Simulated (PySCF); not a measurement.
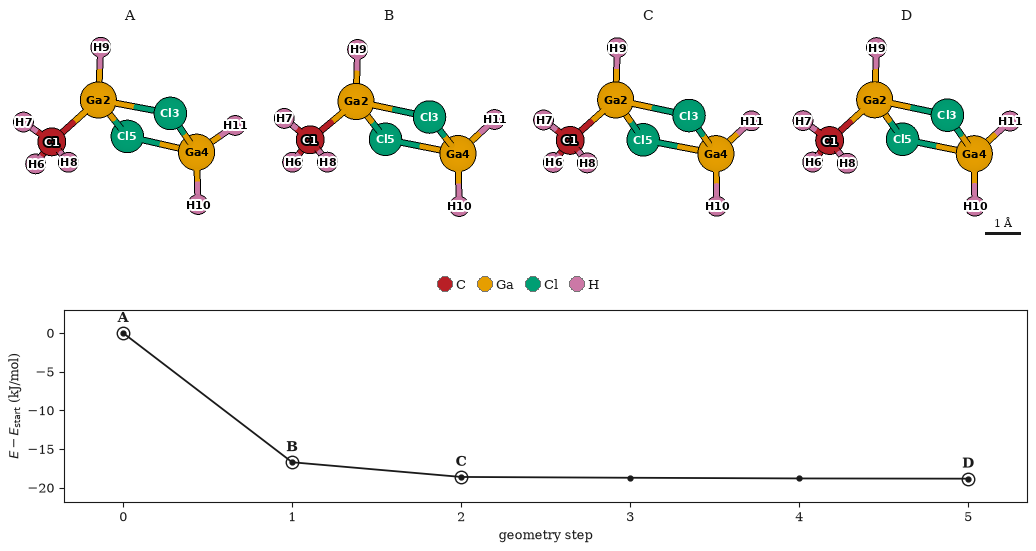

Frames of a relaxation of CH6Cl2Ga2, marked on the history of the run. A ball-and-stick model, seen at a tilt.

The start comes from GFN2-xTB. Its atoms were then displaced at random by about 0.01 Å.

Computed with PBE0-D3(BJ)/def2-SVP geometry optimisation, gas phase (PySCF 2.14.0, density-fitted response routines). 

What happens along the run?

Answer. The largest move after the best rigid fit is that of H11, 0.14 Å. By element the largest moves are H 0.14 Å, Cl 0.12 Å, Ga 0.05 Å, C 0.05 Å. Some distances before and after: Ga4–Cl5 2.289 → 2.368 Å, Ga2–Cl3 2.321 → 2.396 Å, Cl3–Ga4 2.292 → 2.365 Å, C1–Ga2 2.010 → 1.952 Å. Bond angles that change, for instance: H10–Ga4–H11 125.0° → 133.1°, Cl5–Ga4–H11 110.9° → 106.3°, Cl3–Ga4–H11 110.0° → 106.6°. Over 5 geometry steps the energy falls by 18.8 kJ/mol. From step 0 to 1: H11 moves most (0.17 Å), energy −16.7 kJ/mol. From step 1 to 2: H11 moves most (0.07 Å), energy −1.90 kJ/mol. From step 2 to 5: H10 moves most (0.04 Å), energy −0.22 kJ/mol.

```json
{"step": "0", "E − E(0), kJ/mol": "0.00"}
{"step": "1", "E − E(0), kJ/mol": "-16.70"}
{"step": "2", "E − E(0), kJ/mol": "-18.60"}
{"step": "3", "E − E(0), kJ/mol": "-18.70"}
{"step": "4", "E − E(0), kJ/mol": "-18.79"}
{"step": "5", "E − E(0), kJ/mol": "-18.82"}
```
